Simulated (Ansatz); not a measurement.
**Run report: HCl, geometry relaxation**

- system: HCl
- method: RKS PBE0-D4/def2-TZVP (Ansatz 0.2.0)

Figures and captions count atoms from 1; the log counts them from 0 in places.

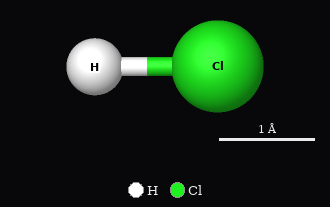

Figure 1. The input geometry (ball-and-stick view, seen on its broad side).

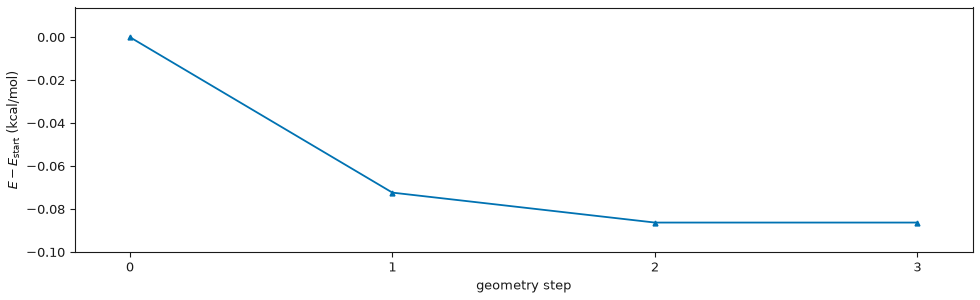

Figure 2. Progress of the relaxation, step by step (the first geometry is step 0 here and step 1 in the log). The energy falls by 0.09 kcal/mol in 3 geometry steps. Largest force component: 0.48 eV/Å at the start, 0.0028 eV/Å at the end. The largest moves after the best rigid fit, 0.008 Å, are those of H1 and Cl2. Largest moves by element: H 0.008 Å, Cl 0.008 Å. Distances before and after: H1–Cl2 1.294 → 1.279 Å. (Atoms are counted from 1 in the order of the input.)

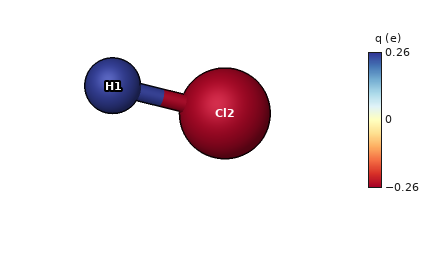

Figure 3. Mulliken charges, as the colour of each atom (ball-and-stick view, seen at an oblique angle; atoms are numbered from 1 in the order of the input; Mulliken charges depend strongly on the basis). By element: H +0.25 and Cl −0.25 e.

The input that produced these results follows, with the program's output.

**Input**
```yaml
crystal:
  periodic: [false, false, false]
  atoms:
    - {symbol: H, position_ang: [2.009296, 0.478433, -0.509856]}
    - {symbol: Cl, position_ang: [1.979983, -0.815365, -0.489949]}
basis:
  gaussian: {orbitals: def2-TZVP}
hamiltonian: {xc: pbe0, dispersion: d4}
relax: {f_tol: 0.005, max_steps: 200}
```

Command:
```bash
ansatz run in.yaml --threads 8 --pin off --events-out ev --progress --plain --max-ram 19148MiB
```

**What the program printed**
```
Functional definition: PBE0
  name "PBE0"
  cite "Adamo & Barone, J. Chem. Phys. 110, 6158 (1999) doi:10.1063/1.478522"
  cite "Perdew, Burke & Ernzerhof, Phys. Rev. Lett. 77, 3865 (1996) doi:10.1103/PhysRevLett.77.3865"
  parent pbe
  parameter a = 0.25
  parameter kappa = 0.804
  parameter beta = 0.06672455060314922
  exchange = (1 - a)*pbe_x(kappa = kappa, mu = beta*pi^2/3) + a*exact_x
  correlation = pbe_c(beta = beta)
312 factors; their error is unknown
mean field evaluation 1: about -12535.0545 eV, gradient 9.4e0 eV
mean field evaluation 2: about -12535.1325 eV, gradient 8.8e0 eV
mean field evaluation 4: about -12535.2741 eV, gradient 2.3e-1 eV
mean field evaluation 8: about -12535.3127 eV, gradient 6.0e-4 eV
mean field -12535.31270646 eV, -460.6642452223 hartree, gradient 4.2e-5 eV, S^2 0.000000; 0 other end points of the search recorded, 0 dependent functions left out
the calculation of the forces begins
reference -12535.31272189 eV, -460.6642457892 hartree; 9, 9 occupied and 34, 34 virtual orbitals, 312 factors
relax step   1: F+E_penalty+E_count = -12535.31729642 eV  Δ(F+E_penalty+E_count) = +0.000e0 eV  max|allowed force component| = 4.783e-1 eV/Å  Δτ_max = 0.0000 Å  (21 SCF iters, accepted)
these checks for a lower state are left out or cut short: starts, cluster_reference, orbital_swaps, neighbouring_geometries, increment
312 factors; their error is unknown
mean field evaluation 16: about -12535.3158 eV, gradient 9.4e-6 eV
mean field -12535.31584891 eV, -460.6643607053 hartree, gradient 9.7e-6 eV, S^2 0.000000; 0 other end points of the search recorded, 0 dependent functions left out
the calculation of the forces begins
reference -12535.31586429 eV, -460.6643612703 hartree; 9, 9 occupied and 34, 34 virtual orbitals, 312 factors
relax step   2: F+E_penalty+E_count = -12535.32043167 eV  Δ(F+E_penalty+E_count) = -3.135e-3 eV  max|allowed force component| = 1.956e-1 eV/Å  Δτ_max = 0.0046 Å  (25 SCF iters, accepted)
these checks for a lower state are left out or cut short: starts, cluster_reference, orbital_swaps, neighbouring_geometries, increment
312 factors; their error is unknown
mean field -12535.31645814 eV, -460.6643830940 hartree, gradient 1.0e-5 eV, S^2 0.000000; 0 other end points of the search recorded, 0 dependent functions left out
the calculation of the forces begins
reference -12535.31647348 eV, -460.6643836579 hartree; 9, 9 occupied and 34, 34 virtual orbitals, 312 factors
relax step   3: F+E_penalty+E_count = -12535.32103593 eV  Δ(F+E_penalty+E_count) = -6.043e-4 eV  max|allowed force component| = 5.017e-3 eV/Å  Δτ_max = 0.0032 Å  (25 SCF iters, accepted)
these checks for a lower state are left out or cut short: starts, cluster_reference, orbital_swaps, neighbouring_geometries, increment
312 factors; their error is unknown
mean field evaluation 32: about -12535.3165 eV, gradient 2.4e-5 eV
mean field -12535.31645821 eV, -460.6643830966 hartree, gradient 2.4e-5 eV, S^2 0.000000; 0 other end points of the search recorded, 0 dependent functions left out
the calculation of the forces begins
reference -12535.31647356 eV, -460.6643836605 hartree; 9, 9 occupied and 34, 34 virtual orbitals, 312 factors
relax step   4: F+E_penalty+E_count = -12535.32103619 eV  Δ(F+E_penalty+E_count) = -2.637e-7 eV  max|allowed force component| = 2.845e-3 eV/Å  Δτ_max = 0.0001 Å  (15 SCF iters, accepted)
312 factors; their error is unknown
mean field -12535.31645821 eV, -460.6643830966 hartree, gradient 2.9e-5 eV, S^2 0.000000; 1 other end points of the search recorded, 0 dependent functions left out
the calculation of the forces begins
reference -12535.31647356 eV, -460.6643836605 hartree; 9, 9 occupied and 34, 34 virtual orbitals, 312 factors
Total energy: -12535.32105153 eV, -460.6645518981 hartree
Atom 0 at     2.009122     0.470773    -0.509738 Å, force    -0.000064    -0.002845     0.000044 eV/Å
Atom 1 at     1.980157    -0.807705    -0.490067 Å, force     0.000064     0.002845    -0.000044 eV/Å
Dipole moment:     0.005948     0.262534    -0.004039 e Å
```

**Trajectory as extended XYZ (Å, eV, eV/Å), 4 frames, from step=1 to step=4**
```
2
Properties=species:S:1:pos:R:3:forces:R:3 step=1 energy=-12535.31730
H     2.0093    0.4784   -0.5099   -0.0108  -0.4783   0.0074
Cl    1.9800   -0.8154   -0.4899    0.0108   0.4783  -0.0074
2
Properties=species:S:1:pos:R:3:forces:R:3 step=2 energy=-12535.32043
H     2.0092    0.4738   -0.5098   -0.0044  -0.1956   0.0030
Cl    1.9801   -0.8107   -0.4900    0.0044   0.1956  -0.0030
2
Properties=species:S:1:pos:R:3:forces:R:3 step=3 energy=-12535.32104
H     2.0091    0.4707   -0.5097    0.0001   0.0050  -0.0001
Cl    1.9802   -0.8076   -0.4901   -0.0001  -0.0050   0.0001
2
Properties=species:S:1:pos:R:3:forces:R:3 step=4 energy=-12535.32104
H     2.0091    0.4708   -0.5097   -0.0001  -0.0028   0.0000
Cl    1.9802   -0.8077   -0.4901    0.0001   0.0028   0.0000
```

**Results in brief**

```json
{"quantity": "outcome", "value": "converged"}
{"quantity": "total energy", "value": "−12535.3211 eV"}
{"quantity": "mean-field energy", "value": "−12535.3165 eV"}
{"quantity": "dispersion energy", "value": "−0.0046 eV"}
{"quantity": "SCF solution under orbital rotations", "value": "stable"}
{"quantity": "largest force (length of the vector) at the end", "value": "0.003 eV/Å"}
{"quantity": "dipole moment", "value": "1.26 D"}
{"quantity": "hardware", "value": "8 threads of Intel Xeon, 31 GiB of memory available, shared host"}
{"quantity": "peak memory", "value": "0.52 GiB"}
```
